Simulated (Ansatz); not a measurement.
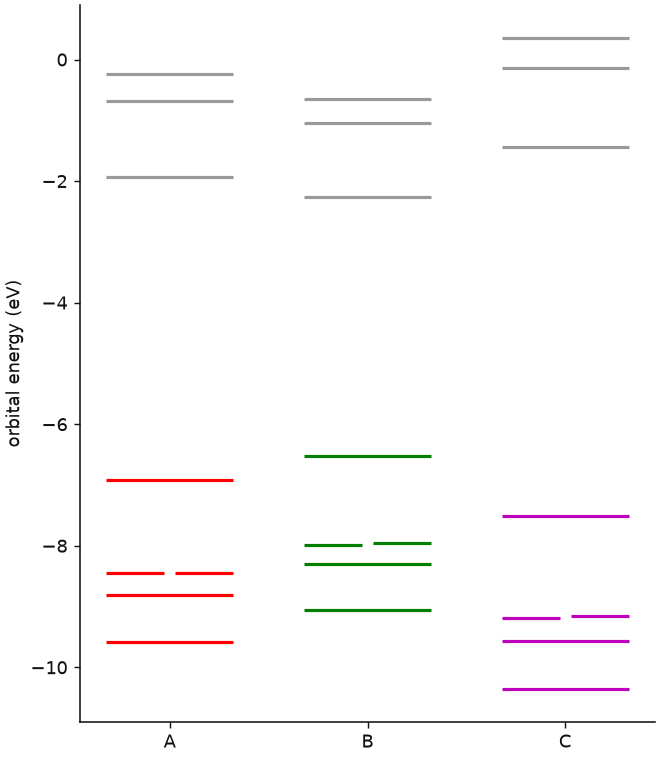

Frontier orbital energies of C₂H₄BClS, SMILES BSC(=C)Cl at one geometry, def2-TZVPP, the Ansatz code, at a PBE0-D4/def2-TZVP geometry (a minimum by its frequencies). Empty levels are grey, levels within 0.1 eV stand side by side; all columns show the same few orbitals around the gap.

Question: The columns come from r2SCAN, r2SCAN0 and r2SCANh. Which is which?

Answer: A: r2SCANh (HOMO −6.91, LUMO −1.93, separation 4.99 eV)
B: r2SCAN (HOMO −6.53, LUMO −2.25, separation 4.27 eV)
C: r2SCAN0 (HOMO −7.50, LUMO −1.43, separation 6.07 eV)

Caveats, for all or some of the runs: empty levels above zero depend strongly on the basis; one conformer of a flexible molecule.
